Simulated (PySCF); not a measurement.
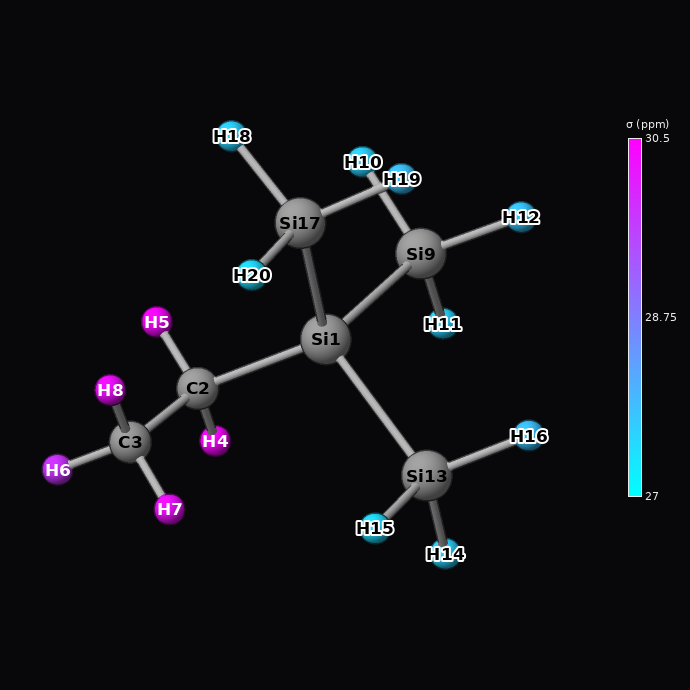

Atoms are coloured by their isotropic NMR shieldings (H only, the others grey). The geometry was computed by an optimisation with PBE0-D3(BJ)/def2-SVP. No frequency run is at hand to confirm it as a minimum. Level of theory: GIAO PBE0/pcSseg-1 NMR shielding, non-relativistic, gas phase (PySCF 2.14.0).

Give the isotropic NMR shieldings of the H atoms atom by atom.

```json
{"atom": "H4", "σ (ppm)": "30.41"}
{"atom": "H5", "σ (ppm)": "30.41"}
{"atom": "H6", "σ (ppm)": "29.79"}
{"atom": "H7", "σ (ppm)": "30.27"}
{"atom": "H8", "σ (ppm)": "30.30"}
{"atom": "H10", "σ (ppm)": "27.60"}
{"atom": "H11", "σ (ppm)": "27.60"}
{"atom": "H12", "σ (ppm)": "27.75"}
{"atom": "H14", "σ (ppm)": "27.62"}
{"atom": "H15", "σ (ppm)": "27.46"}
{"atom": "H16", "σ (ppm)": "27.82"}
{"atom": "H18", "σ (ppm)": "27.61"}
{"atom": "H19", "σ (ppm)": "27.82"}
{"atom": "H20", "σ (ppm)": "27.46"}
```
